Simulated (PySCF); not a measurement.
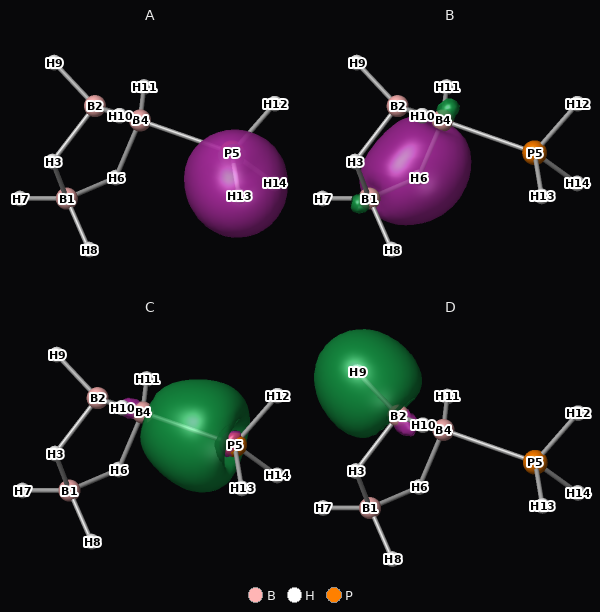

B3H7(PH3) (B3H10P). Foster–Boys orbitals, occupied; each surface holds about 80 % of the orbital's density. Energies are diagonal elements of the Fock matrix.

PySCF calculation, CAM-B3LYP/def2-TZVP, gas phase; geometry: GFN2-xTB. No frequency check shows the geometry to be a minimum. GFN2-xTB bond lengths at metals and heavier atoms can be off by up to 0.1 Å and shapes distorted, which carries into these values.

Name the orbitals, with their atomic make-up and energies.

Answer. By panel:
- A: σ bond P5–H13 (P5 52 %, H13 48 %; −16.2 eV)
- B: multicentre orbital mainly over H6, B4 and B1 (H6 43 %, B4 30 %, B1 26 %; −14.7 eV)
- C: σ bond P5–B4 (P5 67 %, B4 32 %; −14.6 eV)
- D: σ bond B2–H9 (B2 50 %, H9 49 %; −11.4 eV)
